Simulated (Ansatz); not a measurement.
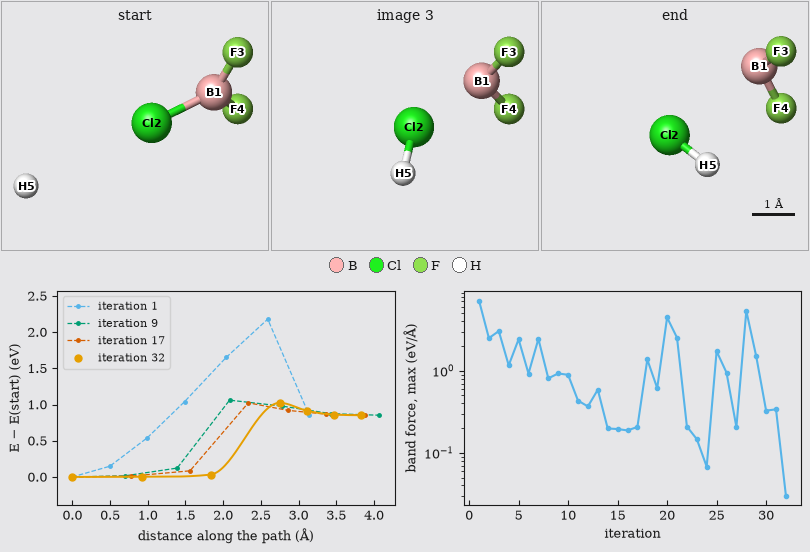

NEB run on BHClF2 (multiplicity 2), made up of BClF2 and H. Images are numbered from 0 (start) to 6 (end). The plot follows the band through its iterations. Style: ball-and-stick. Shown from a free direction.

Method: UKS PBE/def2-SVP (Ansatz 0.2.0). Set-up: 5 movable images; climbing image; force threshold 0.05 eV/Å; iteration limit 60; starting path through a guess of the saddle point.

> Did the band converge, and can the barrier be trusted?

The result is final at these settings. The band converged in 32 iterations. The largest component of the band force went from 7.2 to 0.03 eV/Å. The climbing image converged on the top of the path. Its vibrational analysis gives one imaginary mode (306i cm⁻¹), as a transition state must have. The first iteration put the highest image at 2.18 eV. Forward barrier 1.02 eV, backward barrier 0.17 eV, with image 3 at the top; the reaction energy is +0.85 eV.

Limits of the set-up: the start holds two separate molecules, 3.6 Å apart at their closest, whose relative position is a soft coordinate and is computed without a dispersion correction.

The run took 5.5 min on 1 thread of Arm Neoverse V1, on a shared host, peak memory 0.13 GiB.
